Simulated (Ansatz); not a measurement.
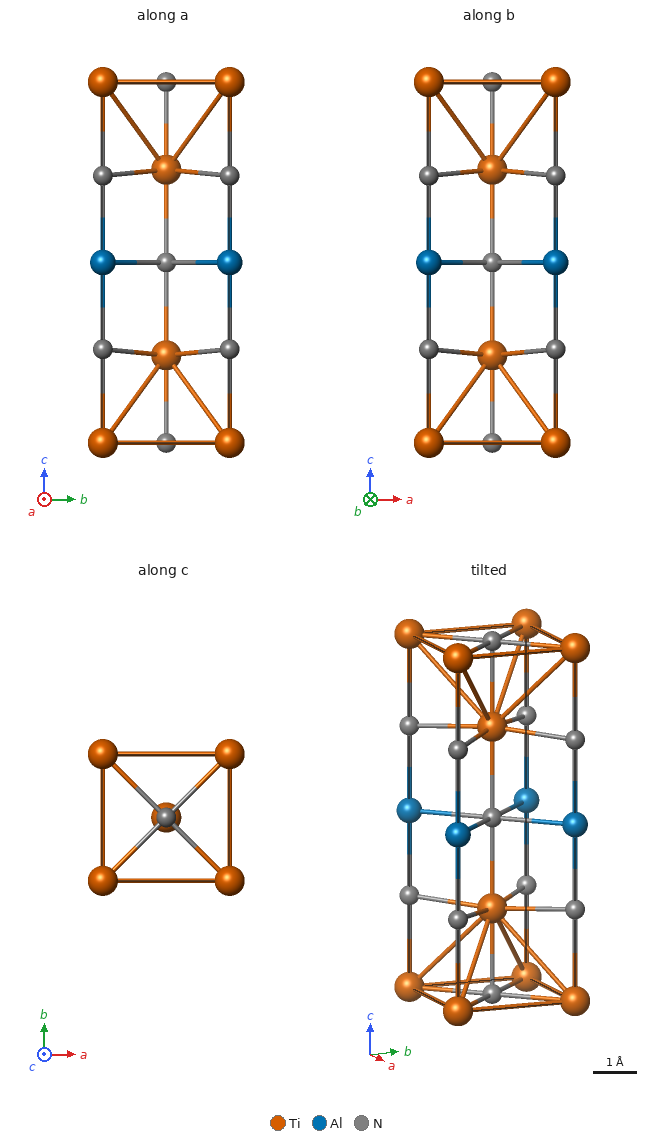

The crystal in a ball-and-stick representation, seen along the a axis, along the b axis, along the c axis and slightly off an axis. The edges of the conventional unit cell are marked.

Lattice parameters: a = 2.974 Å, b = 2.974 Å, c = 8.463 Å, α = 90.00°, β = 90.00°, γ = 90.00°.

Question: Express the structure as a table of Wyckoff sites, with free fractional coordinates to two decimals.

Answer: Space group P4/mmm (No. 123).
```csv
atom,site,x,y,z
Ti,1a,0.00,0.00,0.00
Ti,2h,0.50,0.50,0.24
Al,1b,0.00,0.00,0.50
N,2g,0.00,0.00,0.26
N,1d,0.50,0.50,0.50
N,1c,0.50,0.50,0.00
```

The initial geometry was a structure type filled with these elements by a generator (whether the compound takes this form wasn't checked). What is shown is the relaxed result from DFT PBE, scalar-relativistic, plane waves, PAW (Ansatz).
